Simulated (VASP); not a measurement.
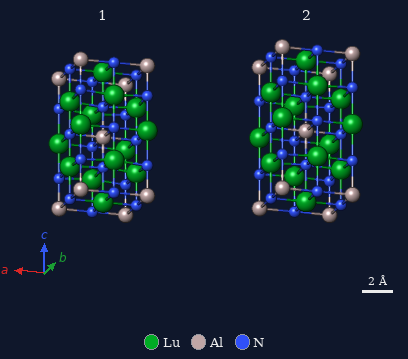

Two geometries of solid Lu3AlN4 (a generated structure, set up in I4/mmm), drawn at one scale. One is the start of a relaxation, the other its converged end. The picture is a ball-and-stick view of the conventional cell (2 times the calculation's cell), seen from a free direction. Lengths and directions refer to the drawn axes.

Level of theory: Kohn-Sham DFT of a periodic cell, PBE, VASP PAW PBE potentials, recommended (VASP). Set-up: plane-wave cutoff 520 eV; k-point mesh 4 × 4 × 4; occupations gaussian; smearing width 0.15 eV; no spin polarisation.

**Which geometry has the lower energy?**

Structure 1 is the relaxed one. The run lets cell and atoms move. Over 17 geometry steps the energy falls by 217 meV per atom. Largest force component: 0.025 eV/Å at the start, 0.011 eV/Å at the end. The pressure goes from −26.83 to −0.26 GPa. The largest moves relative to the cell, 0.072 Å, are those of N atoms. Lu and Al stay in place. The volume changes by −16.8 %, with a = b 4.950 → 4.702 Å (−5.0 %), c 9.900 → 9.125 Å (−7.8 %). Near-neighbour distances that change, for instance: Al–N 2.376 → 2.118 Å, Lu–Lu 3.500 → 3.276 Å, Lu–N 2.475 → 2.281 Å, Lu–Lu 3.500 → 3.325 Å. Bond angles that change, for instance: N–Lu–N 175.4° → 172.1°, Lu–N–Lu 175.4° → 172.1°. The space group stays I4/mmm (No. 139). At step 1 the optimiser overshot: the energy rose above the start, and later steps came back. The volume changes by over a tenth within one run on a fixed set of plane waves, so the end point should be relaxed again from the new cell.
